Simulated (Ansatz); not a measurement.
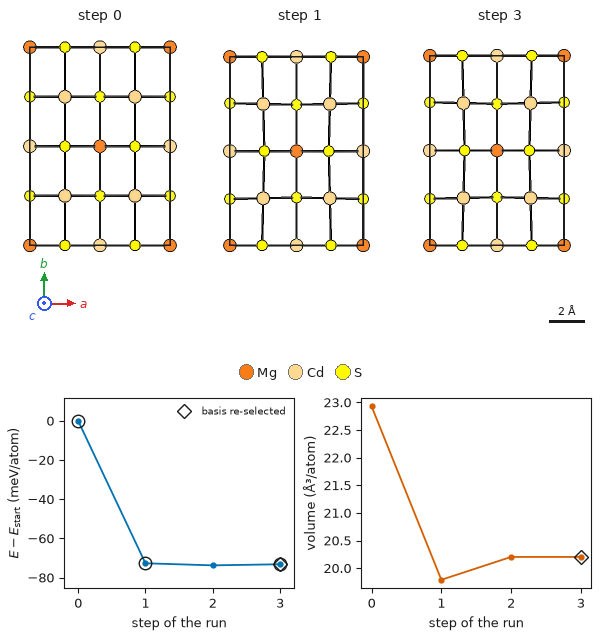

Frames of a relaxation of solid MgCd$_{3}$S$_{4}$ (a generated structure, set up in Cmmm) (coarse preliminary run), marked on the history of the run. Style: ball-and-stick. Shown: the conventional cell (2 times the calculation's cell), along the c axis. Lengths and directions refer to the drawn axes.

Theory: Ansatz 0.2.0, DFT PBE, scalar-relativistic, plane waves, PAW. Set-up: plane-wave cutoff 420 eV; k-point mesh 4 × 4 × 4; occupations gaussian; smearing width 0.1 eV; no spin polarisation; cell and atoms relaxed; force threshold 0.04 eV/Å; at most 70 steps.

### Describe the path.

The largest moves relative to the cell, 0.067 Å, are those of S atoms. Cd and Mg stay in place. Cell: a 8.035 → 7.692 Å (−4.3 %), b 11.364 → 10.878 Å (−4.3 %), c 4.018 → 3.863 Å (−3.8 %). Volume −11.9 %. Among the contacts that change: Mg–S 2.841 → 2.676 Å, Cd–S 2.841 → 2.720 Å, Cd–S 2.841 → 2.763 Å. Bond angles that change, for instance: Cd–S–Cd 180.0° → 177.2°, S–Mg–S 90.0° → 92.3°, S–Mg–S 90.0° → 87.7°. The space group stays Cmmm (No. 65). After 2 accepted moves (3 points after the start) the energy has fallen by 73.2 meV per atom. Largest force component: 0.32 eV/Å at the start, 0.015 eV/Å at the end. Pressure: −6.94 GPa at the start and −0.32 GPa at the end. At 1 point the geometry stayed and the basis and grid were re-selected for the new cell (energy shift of 0.6 meV per atom at most each time). The run took 87 s on 1 thread of AMD EPYC (Zen 3), with other jobs on the host, peak memory 0.53 GiB. From step 0 to 1: S atoms move most (0.06 Å), volume −13.7 %, energy −72.7 meV per atom. From step 1 to 3: volume +2.1 %, energy −0.5 meV per atom.
